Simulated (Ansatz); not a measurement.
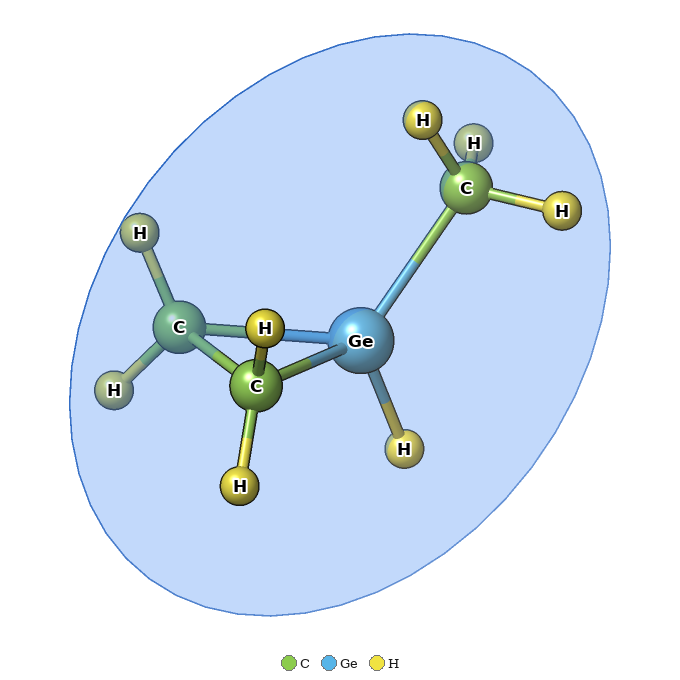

All proper rotation axes (lines) and mirror planes (discs) of the structure are drawn in. Atoms fade into the background with distance from the viewer. Computed geometry: PBE0-D4/def2-TZVP optimisation. No frequency run is at hand to confirm it as a minimum.

Name the symmetry elements and the point group.

It has 1 mirror plane. Point group Cs. The group has 2 operations. The geometry is achiral, and symmetry allows a dipole moment.
